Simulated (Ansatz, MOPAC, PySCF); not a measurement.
H2S (SMILES S) and GeH4 (SMILES [GeH4]) are pulled apart as rigid monomers along the line of their centres of mass, from the B3LYP-D3(BJ)/def2-TZVP minimum. Starting geometry (charge 0, multiplicity 1):
```xyz
8

S      0.2669     1.8733     0.6899
H     -1.0639     1.8593     0.8654
H      0.2462     0.7260    -0.0072
Ge    -0.1718    -0.7165     3.5261
H     -0.9441     0.5598     3.8868
H      1.3308    -0.4197     3.4527
H     -0.6635    -1.2478     2.1709
H     -0.4314    -1.7858     4.6021
```

Interaction energies with rigid monomers; basis-set methods are counterpoise corrected unless marked otherwise.

The state reached by AM1 isn't checked.

Run with Ansatz (Gaussian basis) for Hartree–Fock, density functionals and correlated methods; MOPAC for AM1 (differences of heats of formation); PySCF for the dispersion terms. Values without a source in brackets are computed.

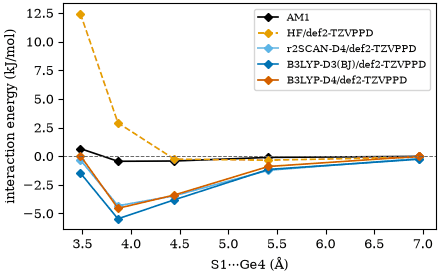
Interaction energy against separation

Q: Which level binds most strongly at S1···Ge4 = 3.87, and by how much?

A: B3LYP-D3(BJ)/def2-TZVPPD, -5 kJ/mol.

Ansatz is a quantum-chemistry and plane-wave program.
